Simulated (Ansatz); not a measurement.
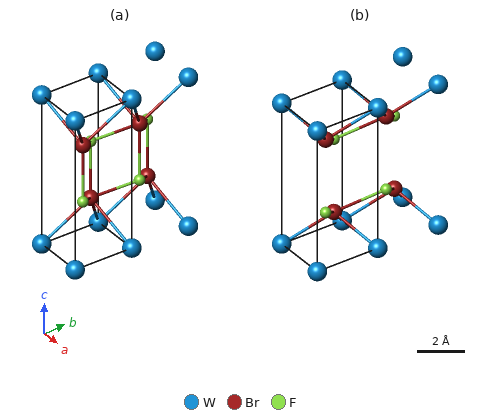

The structure of crystalline WBr$_{2}$F$_{2}$ (a generated structure, set up in P-3m1) (coarse preliminary run) before (left) and after (right) a relaxation, at one scale.

The picture is a ball-and-stick view of the cell of the calculation, repeated 1 × 2 × 1 with one cell outlined, seen slightly off an axis.

Method: DFT PBE, scalar-relativistic, plane waves, PAW in Ansatz 0.2.0. Set-up: plane-wave cutoff 420 eV; k-point mesh 6 × 6 × 4; occupations gaussian; smearing width 0.1 eV; collinear spin; cell and atoms relaxed; force threshold 0.04 eV/Å; at most 70 steps.

Summarise the run.

Answer. The energy falls by 532 meV per atom in 7 accepted moves (9 points after the start). Largest force component: 4.4 eV/Å at the start, 0.017 eV/Å at the end. The pressure goes from 0.69 to 0.05 GPa. At 2 points the geometry stayed and the basis and grid were re-selected for the new cell (energy shift of 6.3 meV per atom at most each time). The largest moves relative to the cell, 0.56 Å, are those of Br atoms. By element the largest moves are Br 0.56 Å, F 0.32 Å. W stays in place. The drawn cell changes as follows: a = b 3.901 → 4.162 Å (+6.7 %), c 6.701 → 6.326 Å (−5.6 %); the volume changes by +7.4 %. Some distances before and after: Br–Br 4.263 → 3.330 Å, Br–F 2.546 → 3.282 Å, Br–W 2.889 → 2.665 Å, Br–F 2.315 → 2.514 Å. Bond angles that change, for instance: Br–W–Br 95.1° → 77.3°, W–Br–W 84.9° → 102.7°, Br–W–Br 84.9° → 102.7°. The space group stays P-3m1 (No. 164).
